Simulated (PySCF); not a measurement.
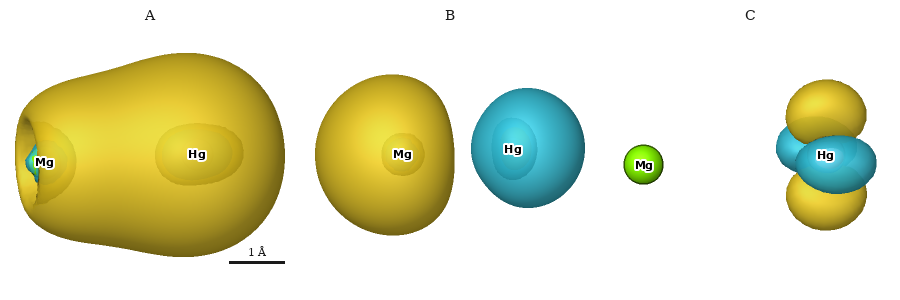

MgHg (charge +1, doublet). Three frontier α-spin orbitals, each drawn at the value that holds 80 % of its norm (yellow and cyan are the two phases), in no order; of a degenerate pair one member is drawn.

Core potentials replace the inner electrons of Hg.

Level of theory: PBE0/def2-SVPD, non-relativistic Hamiltonian with scalar-relativistic core potentials where named, at a bond length of 2.888 Å (PySCF 2.14.0).

Q: Name the orbitals and rank them from lowest to highest energy.

A: Orbital C: δ, occupied in this spin, −17.36 eV; almost wholly on Hg.
Orbital A: σ, occupied in this spin, −13.75 eV; mainly on Hg (75 %).
Orbital B: σ, occupied in this spin, −10.95 eV; mainly on Mg (75 %).
